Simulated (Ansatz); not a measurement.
# How Nb(110) screens a field, part 2 of 2

Where does the screening charge of Nb(110) sit?

Ansatz 0.2.0; plane-wave DFT, PBE, Ansatz PAW.

So far. Step 8 (Single point, field -0.2 V/Å): The dipole is -0.116 e·Å.

### Step 9. Single point, field 0.4 V/Å

The input, input.yaml:

```yaml
crystal:
  lattice:
    - [2.3334523779, -1.65, 0.0]
    - [2.3334523779, 1.65, 0.0]
    - [0.0, 0.0, 27.3338095117]
  atoms:
    - { symbol: Nb, position: [0.0, 0.0, 0.3292625565] }
    - { symbol: Nb, position: [0.5, 0.5, 0.4146312783] }
    - { symbol: Nb, position: [0.0, 0.0, 0.5] }
    - { symbol: Nb, position: [0.5, 0.5, 0.5853687217] }
    - { symbol: Nb, position: [0.0, 0.0, 0.6707374435] }
kpoints:
  mp_grid: { grid: [18, 18, 1] }
hamiltonian:
  xc: pbe
scf:
  occupations: { method: fermi_dirac, width: 0.1 }
  convergence: { dr2_threshold: 1.0e-10 }
efield:
  axis: 3
  dipole_correction: true
  ramp_position: 0.97
  ramp_width: 0.06
  amplitude: 0.4
output:
  forces: true
  write_potential: true
  write_density: true
  volumetric_format: npy
  elf: true
```

Run with:

```console
$ ansatz run input.yaml --threads 2 --pin off --max-ram 3072MiB --backend cpu --events-out ev --progress --plain --runs-dir out
```

Numbers of over 12 decimals in the logs are rounded to 6 here.

What it wrote:

```text
[...]
Crystal: 5 atoms, lattice volume = 210.481 Å³
Basis set: ecut = 420 eV, 4137 PW (Γ), exchange–correlation on 40×40×384 points (8 copies of the dense FFT grid, shifted against one another)
Bands: 39, of which v1, the nominal top of the filled ones, is band 33 counted from 1 (32 counted from 0)
Symmetry: 4 space group operations
k-points: 91 of 324
[...]
k-point 0: bands = [... 29 lower, 4.7993, 4.8522, 5.2602, 5.2955, 5.4013, 5.7527, 5.9665, 6.5437, ... 2 higher]
  k-point 1: bands = [... 29 lower, 4.7905, 4.8491, 5.1543, 5.2831, 5.4191, 5.7810, 5.8323, 6.6183, ... 2 higher]
  k-point 2: bands = [... 29 lower, 4.6866, 4.8481, 4.9577, 5.1545, 5.4985, 5.6149, 5.8760, 6.1989, ... 2 higher]
  k-point 90: bands = [... 29 lower, 4.6191, 5.0473, 6.0311, 6.9211, 6.9738, 7.0300, 7.8357, 7.9306, ... 2 higher]
[key lines of the parts left out:]
SCF converged after 13 iterations
Free energy (F): -22759.549836 eV
Fermi energy:    5.151608 eV
Dipole field:    D = 0.200435 V/Å  (p = 0.233145 e·Å, saw-weighted, corrected)
```

Run time: 57 s. Hardware: 2 threads of Arm Neoverse V1, shared host; peak memory 0.73 GiB.

Running mean over 2.333 Å of the planar mean, with the applied field; the ramp of the sawtooth is left out. Table of electron's electrostatic potential energy less the Fermi level by z:

```csv
z (Å),electron's electrostatic potential energy less the Fermi level (eV)
4,3.44
6,4.00
8,-5.85
10,-11.0
12,-10.9
14,-10.9
16,-10.9
18,-11.1
20,0.957
22,5.14
24,5.97
```

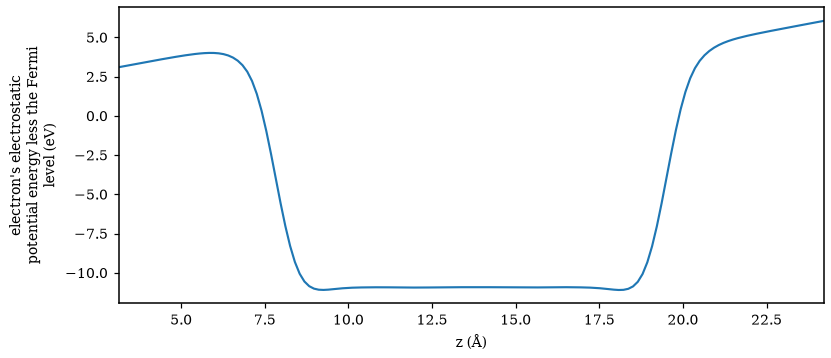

Electron's electrostatic potential energy less the Fermi level against z.

The dipole is 0.233 e·Å.

### Step 10. The response

This step: plane-wave DFT, PBE, Ansatz PAW; screening of a field by a metal slab (Ansatz 0.2.0).

The dipoles give the slope, and the difference of two potentials shows where the field is screened.

Numbers from this step:

```yaml
equivalent_conductor_thickness_p_eps_0ae: 13.68 Å
distance_between_the_outer_atoms: 9.334 Å
inner_field_over_outer_field: 0.003411
image_plane_upper_face: 2.171 Å
induced_electrons_on_the_upper_face_over_eps_0e: -1.0000
image_plane_lower_face: 2.172 Å
induced_electrons_on_the_lower_face_over_eps_0e: 0.9999
```

Dipole of the cell against applied field:

```csv
applied field (V/Å),dipole of the cell (e·Å)
-0.200,-0.116
-0.100,-0.0582
-0.050,-0.0291
0.000,-2.8e-7
0.050,0.0291
0.100,0.0582
0.200,0.116
0.400,0.233
```

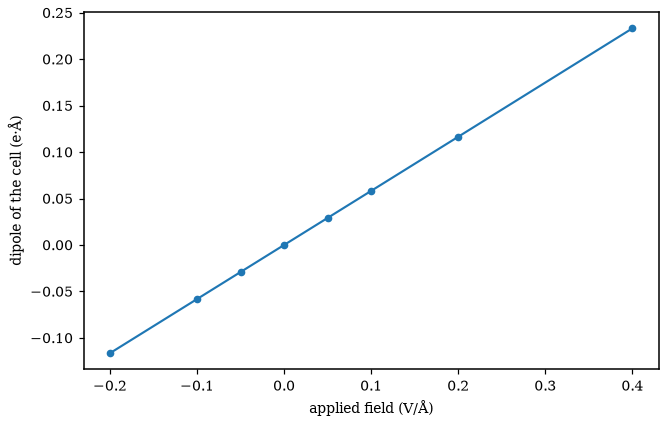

Dipole of the cell, plotted against applied field.

Local field over the applied field, running mean. From the potentials at -0.05 and 0.05 V/Å; running mean over 2.333 Å. The local field over applied field by z:

```csv
z (Å),local field over applied field
6,0.829
8,0.103
10,-0.00289
12,0.00311
14,0.00468
16,0.00107
18,-0.0276
20,0.327
22,0.937
```

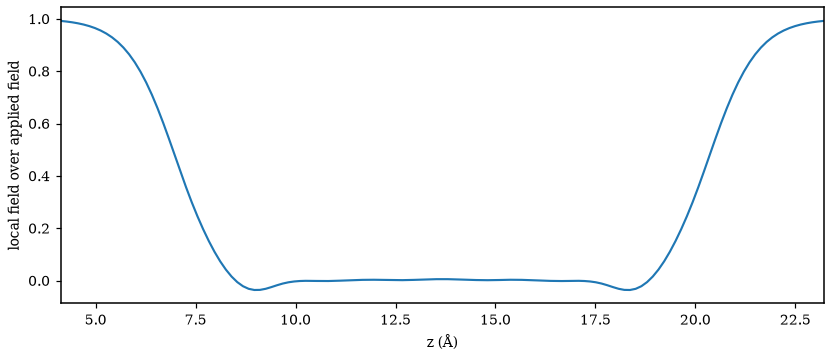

Local field over applied field, plotted against z.

Electrons, planar mean, per unit field. The induced electron density by z:

```csv
z (Å),induced electron density (e/Å³ per V/Å)
5,2.0e-4
6,9.7e-4
7,0.00318
8,0.00194
9,-3.4e-4
10,-8.9e-5
11,3.5e-5
12,-5.5e-5
13,7.8e-5
14,-9.7e-5
15,1.1e-4
16,-2.5e-4
17,1.7e-4
18,-8.5e-6
19,5.1e-4
20,-0.00370
21,-0.00156
22,-3.5e-4
23,-6.2e-5
```

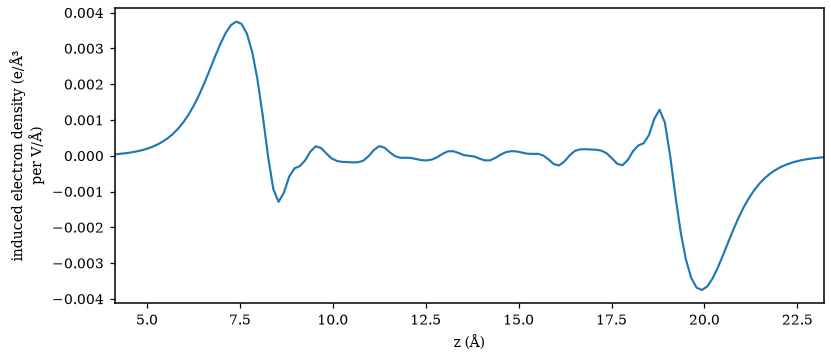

Induced electron density against z.

By hand: between -0.05 and 0.05 V/Å the dipole changes by 0.05823 e·Å, a slope of 0.5823 e·Å²/V. A perfect conductor of thickness t has p = ε₀AEt, so t = 180.95 × 0.5823 / 7.700 = 13.68 Å (e/ε₀ = 180.95 V·Å, A in Å²). Less the 9.33 Å between the outer atoms, and halved, that puts each image plane 2.17 Å out.

The induced dipole is that of a conductor 13.68 Å thick.

### Step 11. A changed input

This step: plane-wave DFT, PBE, Ansatz PAW (Ansatz 0.2.0).

An input spoilt on purpose, to show how the run answers: it repeats the earlier run at 0.05 V/Å with efield.axis from 3 to 1, and scf.max_iter set to 50.

input.yaml, as its differences from that of step 9:

```diff
@@ -18,4 +18,5 @@
   convergence: { dr2_threshold: 1.0e-10 }
+  max_iter: 50
 efield:
-  axis: 3
+  axis: 1
   dipole_correction: true
@@ -23,3 +24,3 @@
   ramp_width: 0.06
-  amplitude: 0.4
+  amplitude: 0.05
 output:
@@ -29,2 +30 @@
   volumetric_format: npy
-  elf: true
```

What it wrote:

```text
Engine: ansatz 0.2.0, aarch64-unknown-linux-gnu
Pseudopotentials: kind: paw
Pseudopotential: Nb, paw, valence charge 13, recommended cutoff 420 eV (normal), Nb.paw.azcp
Functional definition: PBE
  parameter kappa = 0.804
  parameter beta = 0.066725
  exchange = pbe_x(kappa = kappa, mu = beta*pi^2/3)
  correlation = pbe_c(beta = beta)
Crystal: 5 atoms, lattice volume = 210.481 Å³
Basis set: ecut = 420 eV, 4137 PW (Γ), exchange–correlation on 40×40×384 points (8 copies of the dense FFT grid, shifted against one another)
Bands: 39, of which v1, the nominal top of the filled ones, is band 33 counted from 1 (32 counted from 0)
Symmetry: 2 space group operations
k-points: 164 of 324 (time reversal used)
Non-local potential: Nb, projectors of the file, l = 0: 3, l = 1: 2, l = 2: 2, l = 3: 1
PAW form: soft (Blöchl's): semilocal exchange-correlation on the pseudo side does not see the compensation charge
PAW one-centre angular grid: Nb, 590 points (default); XC on 64 Gauss nodes
Initial density: superposition of atomic densities (neutral atoms: chi_scale 0, normalization atom, screened)
Initial wavefunctions: pseudopotential atomic-orbital guess
Functional: x = pbe(κ = 0.804, μ = 0.219515), c = pbe(β = 0.066725)
Error: efield: ion 0 (Nb) at fractional coordinate 0.0000 along the field axis lies inside the sawtooth ramp with 2 of the planes that the density is read on at each end, [0.8700, 0.1300] — the ramp must sit in vacuum (an ion there feels the fictitious reversed slope); set or move the ramp (efield.ramp_position / ramp_width) or move the geometry
```

Elapsed: 0.49 s, on 2 threads; peak memory 0.63 GiB.

The input was rejected at the start.

The program's message: “Error: efield: ion 0 (Nb) at fractional coordinate 0.0000 along the field axis lies inside the sawtooth ramp with 2 of the planes that the density is read on at each end, [0.8700, 0.1300] — the ramp m …”

The fault put into the input: the field along an axis without vacuum.

### Step 12. Varying the input

Another changed input: it repeats the earlier run at 0.05 V/Å with efield.amplitude from 0.05 to 0.3 and efield.dipole_correction from true to false.

input.yaml, as its differences from that of step 11:

```diff
@@ -18,9 +18,8 @@
   convergence: { dr2_threshold: 1.0e-10 }
-  max_iter: 50
 efield:
-  axis: 1
-  dipole_correction: true
+  axis: 3
+  dipole_correction: false
   ramp_position: 0.97
   ramp_width: 0.06
-  amplitude: 0.05
+  amplitude: 0.3
 output:
```

What it wrote:

```text
[...]
Crystal: 5 atoms, lattice volume = 210.481 Å³
Basis set: ecut = 420 eV, 4137 PW (Γ), exchange–correlation on 40×40×384 points (8 copies of the dense FFT grid, shifted against one another)
Bands: 39, of which v1, the nominal top of the filled ones, is band 33 counted from 1 (32 counted from 0)
Symmetry: 4 space group operations
k-points: 91 of 324
[...]
SCF iter   1: F=—  HF=-22763.598805 eV  |F-HF|=—  |Δ(HF+E_count)|=         —  Δρ=5.60e-2  dr2=4.08e2  ethr=1.77e-3  p=-0.000 e·Å  V_vac-E_F(+/−)=8.49/1.42 eV  ⟨swp⟩=8.9  Hψ=18003  notcnv=0
[...]
SCF iter  13: F=-22759.555816 eV  HF=-22759.555816 eV  |F-HF|=2.04e-10  |Δ(HF+E_count)|=  7.20e-10  Δρ=1.28e-7  dr2=3.52e-11  ethr=1.00e-12  p=0.351 e·Å  V_vac-E_F(+/−)=7.81/1.88 eV  ⟨swp⟩=15.6  Hψ=24281  notcnv=0
SCF 1 converged in 13 iterations: F = -22759.555816 eV  dr2 = 3.52e-11
[...]
SCF converged after 13 iterations
Free energy (F): -22759.555816 eV
[...]
Internal energy: -22759.320448 eV  (E = F + TS)
E sigma→0 (E₀):  -22759.438132 eV
Entropy (-TS):   -0.235369 eV (-47.074 meV/atom)
Fermi energy:    5.136699 eV
Dipole field:    D = 0.302139 V/Å  (p = 0.351446 e·Å, saw-weighted)
Work function:   not extracted (applied field tilts the vacuum); planar V_es + V_field profile in the machine report
[...]
--- Forces (eV/Å), atoms counted from 1 ---
  atom   1  Nb     0.00000000     0.00000000     0.29348562
  atom   2  Nb     0.00000000     0.00000000    -0.36091917
  atom   3  Nb     0.00000000     0.00000000    -0.01243868
  atom   4  Nb     0.00000000     0.00000000     0.39220172
  atom   5  Nb     0.00000000     0.00000000    -0.31231649
  max |Σ_I F_I| component: 1.30e-5 eV/Å
--- Band table (eV; the first three rows and the last of 91) ---
  k-point 0: bands = [... 29 lower, 4.7842, 4.8536, 5.2450, 5.2806, 5.3866, 5.7378, 5.9498, 6.5285, ... 2 higher]
  k-point 1: bands = [... 29 lower, 4.7797, 4.8422, 5.1392, 5.2682, 5.4044, 5.7627, 5.8197, 6.5992, ... 2 higher]
  k-point 2: bands = [... 29 lower, 4.6765, 4.8333, 4.9426, 5.1397, 5.4823, 5.5988, 5.8623, 6.1842, ... 2 higher]
  k-point 90: bands = [... 29 lower, 4.6039, 5.0325, 6.0159, 6.9060, 6.9591, 7.0151, 7.8205, 7.9157, ... 2 higher]
```

The job ended after 58 s (2 threads; peak memory 0.75 GiB; 1.9 min of CPU time).

```csv
quantity,this run,earlier run,difference
dipole along the normal (e·Å),0.3514,0.02911,0.32
```

The applied field differs, and the slope found earlier predicts a dipole of 0.175 e·Å; this run gives 0.351 e·Å, 0.18 e·Å more.

With the dipole correction off, the periodic images add a field of their own to the typed one.

These numbers are not those of the isolated slab.

### Step 13. Results

| Property | Result |
| --- | --- |
| work function | 4.55 eV |
| image plane, upper face | 2.17 Å |
| induced electrons on the upper face over ε₀E | -1.000 |
| equivalent conductor thickness p/(ε₀AE) | 13.7 Å |
| inner field over outer field | 0.00341 |

What this shows: The induced charge has its centre 2.17 Å outside the outermost atoms; this is the plane from which a capacitor's gap or an image potential counts. The equivalent conductor thickness exceeds the distance between the outer atoms by 4.35 Å, about the sum of the two image-plane distances. In the middle of the slab the field is screened to under 0.5 % of its outer value. The atoms are held at bulk positions with the tabulated experimental lattice constant.

[Logs are printed without paths, hosts, clocks, repeated set-up lines and the standing remarks that a program may print on its own settings, such as how far it seeks lower states.]

[Hosts, paths, dates, database ids (printed as entryN), source tags and the programs' standing remarks are cut or masked in the printed files.]

[Maps of the electrostatic potential energy from Ansatz leave out the sawtooth potential of an applied field or a dipole correction, so their vacuum need not be flat; planar profiles and work functions include it.]
